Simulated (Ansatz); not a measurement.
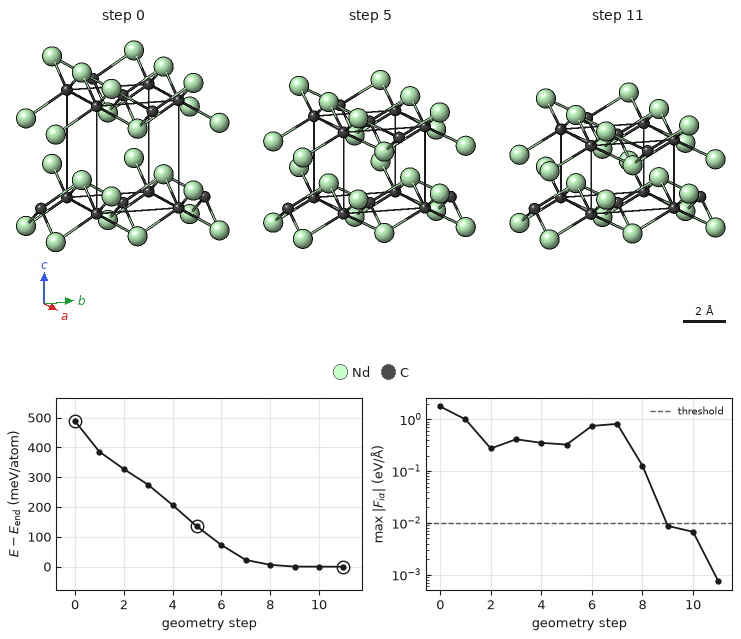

Frames of a relaxation of a crystal of NdC (built on the PbO type), marked on the history of the run. A ball-and-stick model of the cell of the calculation, seen slightly off an axis.

Method: DFT PBEsol, scalar-relativistic, plane waves, PAW (Ansatz 0.2.0). Set-up: plane-wave cutoff 420 eV; k-point mesh 8 × 8 × 6; occupations gaussian; smearing width 0.05 eV; collinear spin; cell and atoms relaxed; force threshold 0.01 eV/Å; at most 60 steps.

### What happens along the run?

The run was cut off at its time limit before the program reported convergence, but its last step already meets the force threshold: the largest component is 0.00075 eV/Å against 0.01 eV/Å. The pressure is within 0.01 GPa of its target. The energy falls by 489 meV per atom in 11 geometry steps. Largest force component: 1.8 eV/Å at the start, 0.00075 eV/Å at the end. Pressure: −9.06 GPa at the start and 0.00 GPa at the end. The largest moves relative to the cell, 0.31 Å, are those of Nd atoms. C stays in place. The volume changes by −34.8 %, with a = b 4.170 → 4.226 Å (+1.3 %), c 5.254 → 3.334 Å (−36.6 %). Near-neighbour distances that change, for instance: Nd–Nd 5.254 → 3.334 Å, Nd–Nd 4.043 → 3.196 Å, C–Nd 2.428 → 2.382 Å. Among the angles between lasting bonds that change: C–Nd–C 118.3° → 125.0°, Nd–C–Nd 118.3° → 125.0°, C–Nd–C 74.8° → 77.7°. The space group stays P4/nmm (No. 129). From step 0 to 5: Nd atoms move most (0.15 Å), volume −25.2 %, energy −354 meV per atom. From step 5 to 11: Nd atoms move most (0.19 Å), volume −12.9 %, energy −135 meV per atom.

| step | E − E(0), meV/atom | largest force component, eV/Å | pressure, GPa | volume, Å³/atom |
| --- | --- | --- | --- | --- |
| 0 | 0.00 | 1.7710 | -9.06 | 22.842 |
| 1 | -102.74 | 0.9985 | 2.10 | 21.183 |
| 2 | -160.92 | 0.2735 | -1.26 | 20.277 |
| 3 | -213.85 | 0.4122 | -1.33 | 19.267 |
| 4 | -281.85 | 0.3513 | -1.94 | 18.214 |
| 5 | -353.79 | 0.3255 | -1.65 | 17.095 |
| 6 | -415.87 | 0.7459 | 0.78 | 16.093 |
| 7 | -466.19 | 0.8166 | 2.34 | 15.232 |
| 8 | -482.54 | 0.1272 | 3.13 | 14.402 |
| 9 | -488.42 | 0.0087 | -0.60 | 14.989 |
| 10 | -488.76 | 0.0067 | 0.10 | 14.872 |
| 11 | -488.75 | 0.0007 | 0.00 | 14.882 |

Limits of the set-up: 4f states are treated without a Hubbard U.
